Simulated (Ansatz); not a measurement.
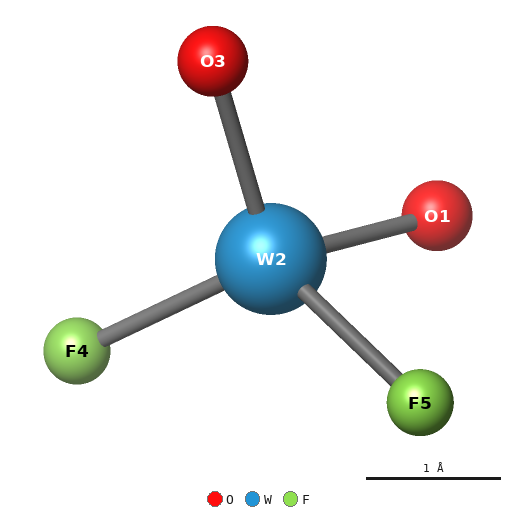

The picture comes from a calculation with Ansatz.

Orthographic view with a scale bar. Charge 0, singlet. Geometry: moved along internal coordinates away from the minimum.

Reconstruct the coordinates (Å) as seen: x to the right, y up, z towards the viewer, origin at the mean of the atomic positions.

```xyz
5
WO2F2
O    1.15   0.32  -1.04
W   -0.10  -0.01   0.06
O   -0.53   1.47   0.76
F   -1.55  -0.70  -0.85
F    1.02  -1.08   1.07
```
